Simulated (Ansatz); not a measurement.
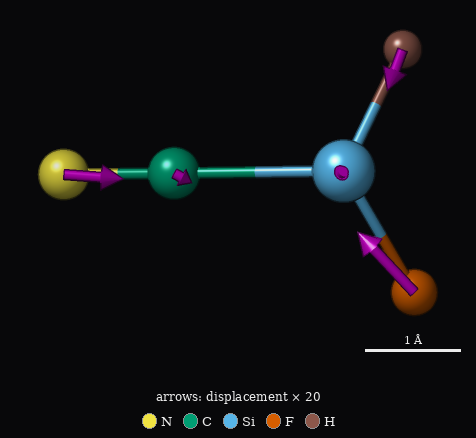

This is a relaxation of CHFNSi (multiplicity 2). The starting structure is drawn; purple arrows show the displacements, magnified 20 times. The two geometries are superimposed by the best rigid fit.

The picture is a ball-and-stick view, seen face on.

The start comes from PBE-D4/def2-SVP.

These are results of UKS PBE0-D4/def2-TZVP (Ansatz), not measurements. Set-up: force threshold 0.005 eV/Å; at most 150 steps.

Atoms of which element are displaced furthest, and by how much?

Answer. Fluorine: up to 0.045 Å, against 0.032 Å for nitrogen.

What did the optimiser do to the structure, and how much energy did it gain?

Answer. After 5 geometry steps the energy has fallen by 0.068 eV. The largest force component goes from 1.7 to 0.002 eV/Å. The atom that moves furthest after the best rigid fit is the F atom (0.045 Å). By element the largest moves are F 0.045 Å, N 0.032 Å, H 0.024 Å, C 0.011 Å, Si 0.008 Å. Some distances before and after: F–Si 1.636 → 1.591 Å, C–N 1.177 → 1.154 Å, H–Si 1.503 → 1.482 Å, C–Si 1.851 → 1.837 Å.
